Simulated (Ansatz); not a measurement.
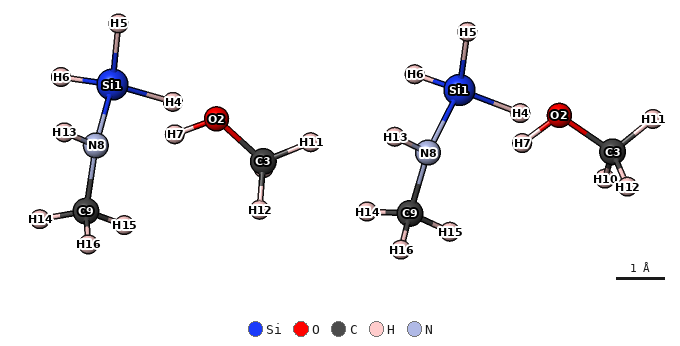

Two geometries of C₂H₁₁NOSi, drawn at one scale. One is the start of a relaxation, the other its converged end. The picture is a ball-and-stick view, seen at a tilt.

Method: RKS PBE0/def2-SVP (Ansatz). Set-up: no spin polarisation; force threshold 0.03 eV/Å; at most 50 steps.

### Which one is relaxed?

The left one is the relaxed one. The run prepares an end point of a later path (reaction) calculation, from a guessed geometry. The energy falls by 0.099 eV in 9 geometry steps. The largest force component goes from 0.76 to 0.023 eV/Å. The largest move after the best rigid fit is that of H12, 0.81 Å. Largest moves by element: H 0.81 Å, C 0.37 Å, Si 0.23 Å, N 0.22 Å, O 0.13 Å. Some distances before and after: Si1–N8 1.793 → 1.758 Å, O2–H7 0.968 → 0.976 Å, O2–C3 1.397 → 1.392 Å, Si1–H6 1.506 → 1.502 Å.

Limits of the set-up: the start holds two separate molecules, 2.3 Å apart at their closest, whose relative position is a soft coordinate and is computed without a dispersion correction.
